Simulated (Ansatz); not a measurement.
# Geometry relaxation of ZrH3Cl3O2 (part 2 of 2)

The same run, continued: ZrH3Cl3O2; RKS B3LYP/def2-SVP (Ansatz 0.2.0). The input holds or restrains some coordinates. It belongs to a series of runs on one base structure; here: pulled along the bonds that form and break, towards end B.

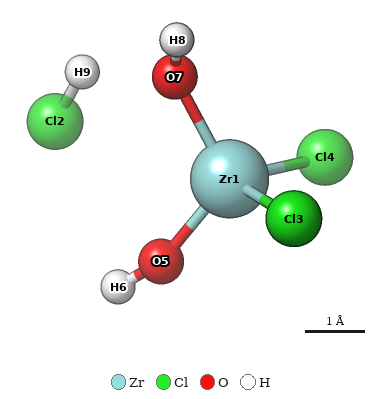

The geometry at step 13 of the log (ball-and-stick view, seen at a tilt; atoms are numbered from 1 in the order of the input).

## Trajectory as extended XYZ, continued
```
9
Properties=species:S:1:pos:R:3:forces:R:3 step=6 energy=-42985.49170
Zr    0.2189    0.3225   -0.4396    0.8126   1.1064   0.5567
Cl    0.0134   -0.0486    3.2686    0.4643   1.1068  -0.5081
Cl    2.3887   -0.3087   -1.2450   -0.3409  -0.0461  -0.3577
Cl   -1.3511    1.9516   -1.1709    0.0595  -0.2394  -0.3605
O    -0.7817   -1.3345   -0.3870   -0.4189  -0.4032   0.9951
H    -1.3132   -2.0450    0.0429    0.6430   0.7604  -0.5659
O     1.1246    1.7047    0.7604    1.1762  -1.4264   0.5863
H     2.0970    1.6070    1.0266   -1.8837   0.2403  -0.6062
H     0.5203    1.1091    2.7900   -0.5121  -1.0987   0.2602
9
Properties=species:S:1:pos:R:3:forces:R:3 step=7 energy=-42985.79159
Zr    0.2506    0.3723   -0.4454    0.5741   0.7024   0.6097
Cl   -0.0284   -0.1197    3.2427    0.4257   1.2192  -0.3135
Cl    2.3253   -0.3059   -1.4296   -0.3383   0.1033  -0.1974
Cl   -1.3309    1.9136   -1.3287    0.1644  -0.1735  -0.2203
O    -0.7461   -1.2758   -0.2894   -0.1237  -0.0478   0.6554
H    -1.2599   -1.9898    0.1343    0.4120   0.5044  -0.3334
O     1.1350    1.6621    0.8582    0.9755  -1.2180  -0.0851
H     2.1240    1.6089    1.0266   -1.6289   0.1630  -0.2736
H     0.4472    1.0924    2.8774   -0.4608  -1.2531   0.1581
9
Properties=species:S:1:pos:R:3:forces:R:3 step=8 energy=-42986.02229
Zr    0.2744    0.4015   -0.4336    0.5511   0.7078   0.3972
Cl   -0.0896   -0.1675    3.2329    0.3280   0.9609  -0.1367
Cl    2.2444   -0.2689   -1.6048   -0.2861   0.1253  -0.0464
Cl   -1.2750    1.8733   -1.4754    0.1708  -0.1238  -0.0778
O    -0.7103   -1.2258   -0.1928    0.0527   0.1417   0.3406
H    -1.2106   -1.9328    0.2312    0.0971   0.0791  -0.0606
O     1.1523    1.6230    0.9272    0.0965  -1.0129  -0.4421
H     2.1265    1.6202    1.0457   -0.6527   0.1229  -0.0251
H     0.4047    1.0351    2.9155   -0.3575  -1.0010   0.0508
9
Properties=species:S:1:pos:R:3:forces:R:3 step=9 energy=-42986.13090
Zr    0.2939    0.4215   -0.4417    0.5798   0.7344   0.4624
Cl   -0.2014   -0.2170    3.2043    0.4005   0.9338  -0.0148
Cl    2.1634   -0.2159   -1.7738   -0.2221   0.0780   0.0727
Cl   -1.2076    1.8502   -1.6039    0.1182  -0.0942   0.0397
O    -0.6747   -1.1827   -0.0775    0.1734   0.2721   0.0268
H    -1.1557   -1.8869    0.3603   -0.0531  -0.1141   0.0924
O     1.1740    1.5823    0.9745   -0.3880  -0.9652  -0.7105
H     2.1379    1.6534    1.0674   -0.1792   0.1149   0.0383
H     0.3870    0.9533    2.9363   -0.4297  -0.9598  -0.0071
9
Properties=species:S:1:pos:R:3:forces:R:3 step=10 energy=-42986.20176
Zr    0.3154    0.4275   -0.4427    0.7110   0.7398   0.5772
Cl   -0.3952   -0.1824    3.1690    0.5046   0.8899   0.0134
Cl    2.0630   -0.1952   -1.9174   -0.0633   0.0336   0.0214
Cl   -1.1948    1.8601   -1.5750    0.0035   0.0013   0.0325
O    -0.6125   -1.1738   -0.0157    0.0234   0.0182   0.0083
H    -1.0576   -1.8903    0.4427   -0.0126  -0.0376   0.0617
O     1.2584    1.5026    0.9909   -0.5381  -0.8264  -0.7150
H     2.1982    1.7098    1.0925   -0.1099   0.0571   0.0128
H     0.3418    0.8999    2.9018   -0.5186  -0.8759  -0.0122
9
Properties=species:S:1:pos:R:3:forces:R:3 step=11 energy=-42986.23688
Zr    0.3421    0.4222   -0.4454    0.7307   0.6726   0.7035
Cl   -0.5793   -0.1150    3.1297    0.6263   0.8681  -0.0242
Cl    2.0156   -0.1642   -2.0150   -0.0422   0.0345   0.0063
Cl   -1.2172    1.8822   -1.4720   -0.0002   0.0032   0.0314
O    -0.5492   -1.1898    0.0166    0.0406  -0.0038  -0.0346
H    -0.9741   -1.8973    0.5089    0.0020   0.0027   0.0450
O     1.3372    1.4326    1.0006   -0.6829  -0.8018  -0.7760
H     2.2573    1.7193    1.0721   -0.0677   0.0354   0.0285
H     0.2844    0.8683    2.8505   -0.6065  -0.8109   0.0201
9
Properties=species:S:1:pos:R:3:forces:R:3 step=12 energy=-42986.23263
Zr    0.3591    0.4054   -0.4505    0.7324   0.7161   0.7910
Cl   -0.7422   -0.0099    3.0957    1.1992   1.0627  -0.1254
Cl    1.9822   -0.1262   -2.0895   -0.0280   0.0222  -0.0026
Cl   -1.2297    1.8910   -1.3980    0.0188  -0.0214   0.0423
O    -0.5018   -1.2187    0.0229    0.0105  -0.0949   0.0099
H    -0.9225   -1.9134    0.5395    0.0306   0.0608  -0.0028
O     1.3854    1.3634    1.0097   -0.4757  -0.6602  -0.7737
H     2.2789    1.7413    1.0615   -0.3126  -0.0975  -0.0001
H     0.3074    0.8253    2.8547   -1.1753  -0.9879   0.0616
9
Properties=species:S:1:pos:R:3:forces:R:3 step=13 energy=-42986.29532
Zr    0.3911    0.3872   -0.4542    0.7843   0.6612   0.8671
Cl   -0.8793    0.1248    3.0401    0.9256   0.7312  -0.1159
Cl    1.9297   -0.0447   -2.1999   -0.0220   0.0187  -0.0022
Cl   -1.2809    1.8724   -1.2466    0.0200  -0.0147   0.0342
O    -0.3920   -1.2725    0.0320   -0.0525  -0.1053   0.0367
H    -0.8638   -1.9112    0.5776    0.0640   0.0501  -0.0280
O     1.4580    1.2742    1.0188   -0.7503  -0.6533  -0.8425
H     2.3415    1.6606    1.0873   -0.1014  -0.0211   0.0165
H     0.2125    0.8674    2.7910   -0.8677  -0.6668   0.0341
9
Properties=species:S:1:pos:R:3:forces:R:3 step=14 energy=-42986.32501
Zr    0.4171    0.3585   -0.4576    0.7466   0.5523   1.0498
Cl   -0.9967    0.2766    2.9840    0.8595   0.4931  -0.1094
Cl    1.8767    0.0043   -2.2845   -0.0022   0.0142  -0.0200
Cl   -1.2872    1.8746   -1.0997    0.0054  -0.0034  -0.0179
O    -0.3337   -1.3232    0.0245    0.0361   0.0433  -0.0248
H    -0.7980   -1.9470    0.5912    0.0117  -0.0083   0.0056
O     1.5130    1.1851    1.0281   -0.8739  -0.6387  -0.9069
H     2.3539    1.6500    1.1123   -0.0108  -0.0027   0.0134
H     0.1717    0.8793    2.7477   -0.7723  -0.4497   0.0102
9
Properties=species:S:1:pos:R:3:forces:R:3 step=15 energy=-42986.28739 accepted=F
Zr    0.3968    0.3607   -0.4250    1.0509   0.4239   0.7973
Cl   -1.1051    0.4386    2.9895    1.3901   0.4298  -0.3072
Cl    1.7925    0.0911   -2.3236   -0.0518   0.0005   0.1126
Cl   -1.2922    1.8739   -1.1128   -0.0278   0.0081   0.0909
O    -0.2851   -1.3622    0.0212   -0.0825   0.0471   0.1173
H    -0.7180   -2.0037    0.5960    0.0441   0.0198  -0.0810
O     1.5771    1.0987    1.0471   -0.8820  -0.4082  -0.8826
H     2.3874    1.6243    1.1289   -0.2199  -0.1436  -0.0055
H     0.1635    0.8367    2.7247   -1.2211  -0.3773   0.1582
9
Properties=species:S:1:pos:R:3:forces:R:3 step=16 energy=-42986.32263
Zr    0.4090    0.3560   -0.4533    0.8167   0.5622   1.0173
Cl   -1.0393    0.3613    2.9742    1.0772   0.4321  -0.1410
Cl    1.8565    0.0338   -2.2953    0.0001   0.0029  -0.0171
Cl   -1.2918    1.8724   -1.0994   -0.0151   0.0102  -0.0053
O    -0.3217   -1.3360    0.0201    0.0001   0.0057   0.0200
H    -0.7672   -1.9708    0.5900    0.0068  -0.0116  -0.0127
O     1.5244    1.1547    1.0317   -0.8556  -0.5846  -0.8790
H     2.3513    1.6448    1.1206   -0.0476  -0.0291   0.0017
H     0.1957    0.8420    2.7575   -0.9826  -0.3878   0.0162
9
Properties=species:S:1:pos:R:3:forces:R:3 step=17 energy=-42986.33094
Zr    0.4112    0.3494   -0.4445    0.8090   0.5346   1.0188
Cl   -1.0528    0.4121    2.9755    0.9633   0.4058  -0.1410
Cl    1.8318    0.0606   -2.3132    0.0038  -0.0013  -0.0055
Cl   -1.3024    1.8631   -1.0672    0.0006   0.0052   0.0077
O    -0.3069   -1.3509    0.0155    0.0082   0.0211   0.0039
H    -0.7450   -2.0176    0.5527    0.0024  -0.0196  -0.0053
O     1.5429    1.1242    1.0410   -0.9266  -0.5614  -0.8984
H     2.3672    1.6148    1.1386   -0.0017  -0.0065   0.0024
H     0.1707    0.9026    2.7475   -0.8589  -0.3779   0.0173
9
Properties=species:S:1:pos:R:3:forces:R:3 step=18 energy=-42986.33139 accepted=F
Zr    0.4067    0.3370   -0.4328    0.8761   0.5626   1.0431
Cl   -1.1078    0.5475    2.9663    0.9421   0.2959  -0.1557
Cl    1.7993    0.0924   -2.3313   -0.0264   0.0130   0.0166
Cl   -1.3229    1.8665   -0.9785    0.0297  -0.0359  -0.0124
O    -0.2729   -1.3847    0.0036   -0.1073  -0.1243   0.1279
H    -0.6893   -2.1066    0.4913    0.0966   0.1467  -0.1203
O     1.5675    1.0867    1.0446   -1.0392  -0.5903  -0.9335
H     2.3932    1.5705    1.1526    0.0400   0.0138   0.0031
H     0.1429    0.9489    2.7303   -0.8115  -0.2816   0.0312
9
Properties=species:S:1:pos:R:3:forces:R:3 step=19 energy=-42986.33477
Zr    0.4068    0.3463   -0.4348    0.8342   0.5617   0.9944
Cl   -1.0785    0.4800    2.9736    0.9346   0.3314  -0.1459
Cl    1.8096    0.0801   -2.3208    0.0027  -0.0026   0.0083
Cl   -1.3098    1.8624   -1.0435   -0.0035  -0.0031   0.0106
O    -0.2930   -1.3638    0.0135   -0.0394  -0.0460   0.0597
H    -0.7158   -2.0634    0.5225    0.0342   0.0376  -0.0495
O     1.5503    1.1148    1.0448   -0.9560  -0.5792  -0.9009
H     2.3840    1.5876    1.1468    0.0116   0.0039   0.0053
H     0.1631    0.9142    2.7439   -0.8184  -0.3035   0.0179
```

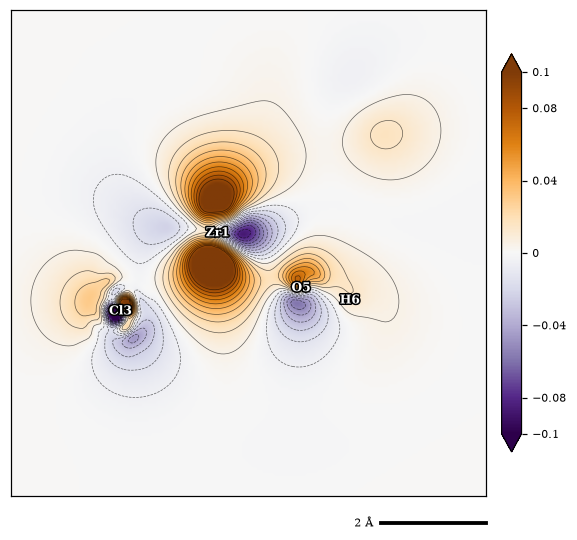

One frontier orbital on the plane of atoms Cl3, Zr1 and O5 (values in Å⁻³ᐟ²; the overall sign is arbitrary). The LUMO, at −1.81 eV. Its weight (Hirshfeld) is mainly on Zr1 (70 %), Cl3 (10 %) and Cl4 (10 %).

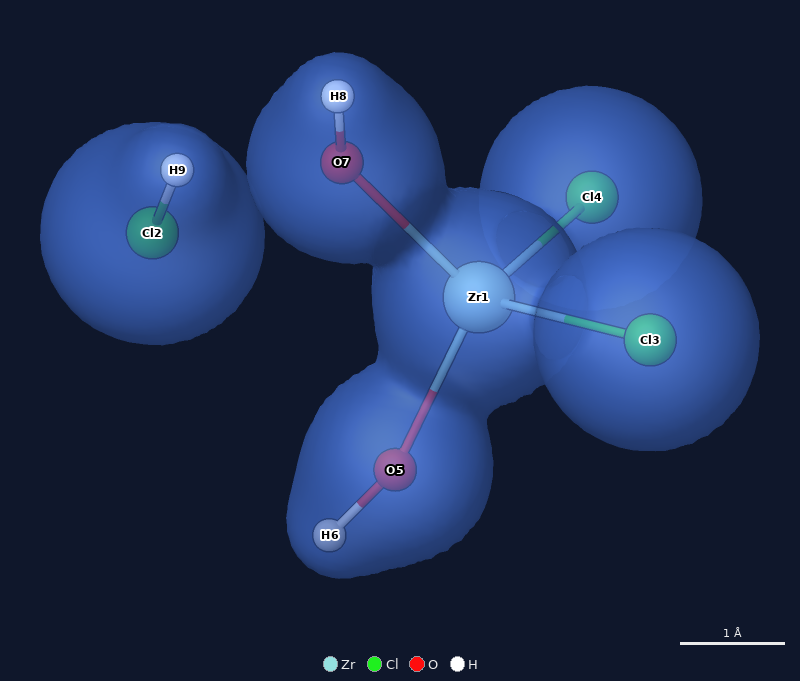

Isosurface of the electron density at 0.4 e/Å³ (blue), seen at a tilt. At this value the surface falls into two separate pieces. It is pinched off along the Zr···Cl (3.72 Å) contacts. On the grid the lowest density along these lines, outside the cores, is 0.03 e/Å³ (Zr···Cl, 3.72 Å), 0.91 e/Å³ (Zr–O, 1.90 Å), 0.55 e/Å³ (Zr–Cl, 2.37 Å) and 2.3 e/Å³ (O–H, 0.96 Å).

This output came from the following input.

## The input
```yaml
crystal:
  periodic: [false, false, false]
  atoms:
    - { symbol: Zr, position_ang: [0.0, 0.0, 0.0] }
    - { symbol: Cl, position_ang: [0.0, 0.0, 2.87] }
    - { symbol: Cl, position_ang: [2.3764, 0.0, -0.8392] }
    - { symbol: Cl, position_ang: [-1.1869, 2.0563, -0.8392] }
    - { symbol: O, position_ang: [-0.975, -1.6891, -0.6893] }
    - { symbol: H, position_ang: [-1.4296, -2.1548, 0.0831] }
    - { symbol: O, position_ang: [1.2429, 1.8744, 0.7473] }
    - { symbol: H, position_ang: [2.0199, 1.5607, 1.3113] }
    - { symbol: H, position_ang: [0.8691, 1.3107, 2.002] }
basis:
  gaussian: { orbitals: def2-SVP }
hamiltonian:
  xc: b3lyp
relax:
  f_tol: 0.15
  max_steps: 25
  restrain:
    - { distance: [0, 6], at: 2.07, k: 30.0 }
    - { distance: [8, 1], at: 1.37, k: 30.0 }
    - { distance: [0, 1], at: 3.72, k: 30.0 }
    - { distance: [8, 6], at: 2.21, k: 30.0 }
output:
  orbitals: {}
```

Run as:
```bash
ansatz run input.yaml --threads 4 --pin off --max-ram 5120MiB --backend cpu --events-out ev --progress --plain --runs-dir out
```

## Results in brief

- outcome: converged under the restraints of the input
- total energy: −42986.3351 eV
- mean-field energy: −42986.3351 eV
- largest force (length of the vector) at the end, held atoms and coordinates included: 1.436 eV/Å
- hardware: 4 threads of Arm Neoverse V1, 24 GiB of memory available, shared host
- wall time: 63 s (CPU time 4 min)
- peak memory: 0.36 GiB
